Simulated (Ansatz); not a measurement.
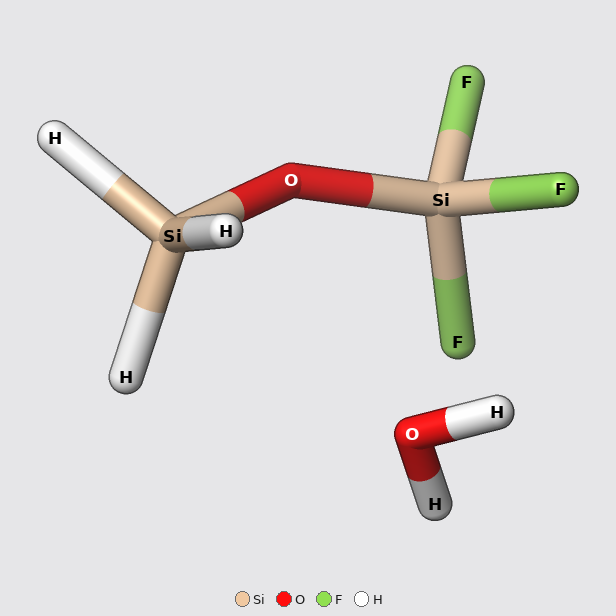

Computed geometry: PBE0-D4/def2-TZVP optimisation. Level of theory: RKS PBE0-D4/def2-TZVPP (Ansatz 0.2.0).

Question: Estimate the LUMO energy (Kohn–Sham orbital).

Answer: −0.08 eV.

Question: Give the dispersion correction at this level.

Answer: −24.1 kJ/mol.

Question: What is the HOMO energy (Kohn–Sham orbital)?

Answer: −9.26 eV.
